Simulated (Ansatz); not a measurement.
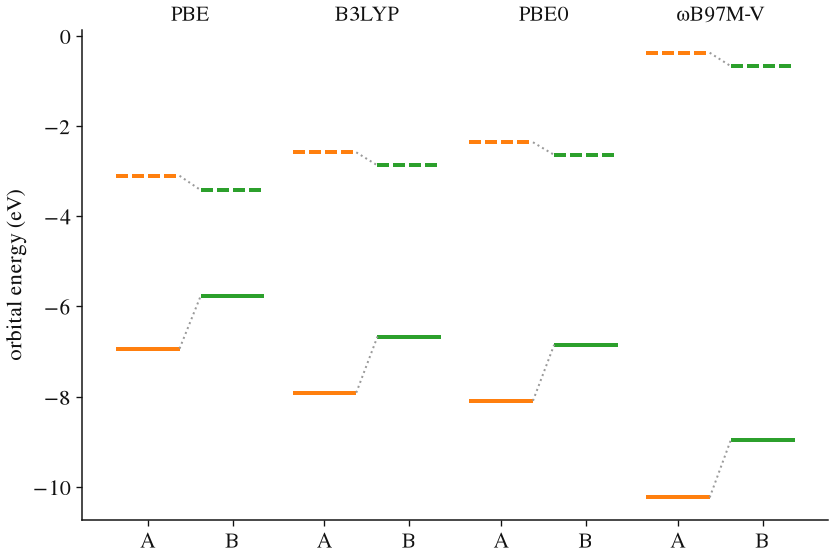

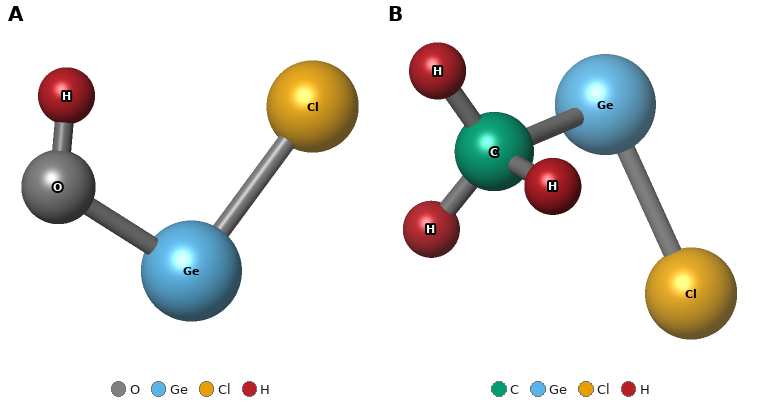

One change: A, GeHOCl (SMILES [OH][Ge][Cl]), becomes B, CH₃ClGe (SMILES [CH3][Ge][Cl]). OH on Ge is replaced by CH₃. HOMO (solid) and LUMO (dashed) computed in def2-TZVPP at PBE0-D4/def2-TZVP geometries, both minima by their frequencies, gas phase, the Ansatz code.

### What does the change do to HOMO and LUMO?

PBE: the HOMO rises by 1.17 eV, the LUMO falls by 0.32 eV, and the separation goes from 3.83 to 2.34 eV. B3LYP: the HOMO rises by 1.24 eV, the LUMO falls by 0.29 eV, and the separation goes from 5.33 to 3.79 eV. PBE0: the HOMO rises by 1.24 eV, the LUMO falls by 0.28 eV, and the separation goes from 5.73 to 4.21 eV. ωB97M-V: the HOMO rises by 1.28 eV, the LUMO falls by 0.30 eV, and the separation goes from 9.86 to 8.28 eV.

### Do the functionals agree on the effect?

They agree on the direction for both levels; the HOMO shift lies between 1.17 and 1.28 eV and the LUMO shift between −0.32 and −0.28 eV, while the separations themselves differ by up to 6.0 eV between functionals.
